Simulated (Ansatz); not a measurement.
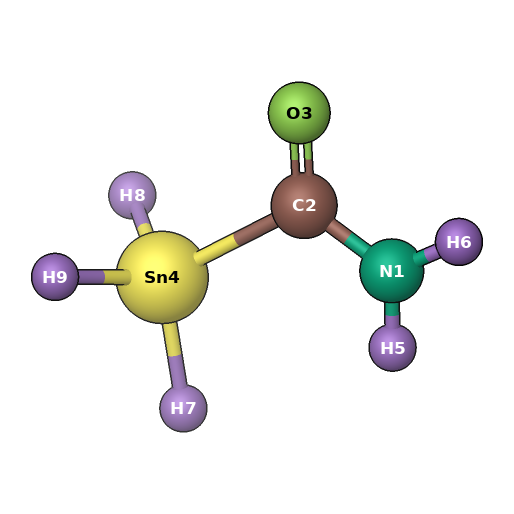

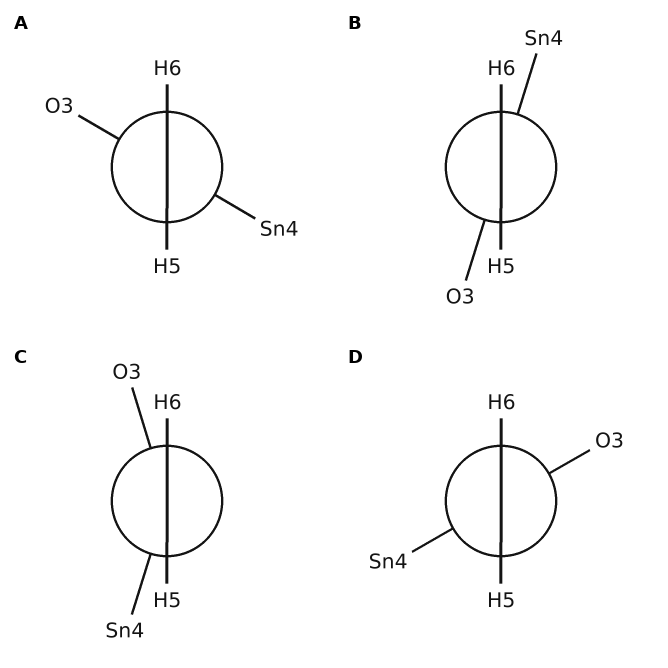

Atoms fade into the background with distance from the viewer. Bonds that would overlap in a projection are set slightly apart. The computed structure is the end point of a PBE-D4/def2-SVP optimisation. No frequency run is at hand to confirm it as a minimum.

Question: Which Newman projection shows the view along N1–C2, with N1 in front?

Answer: C. The torsion angle H5–N1–C2–Sn4 is 0°, synperiplanar (eclipsed).
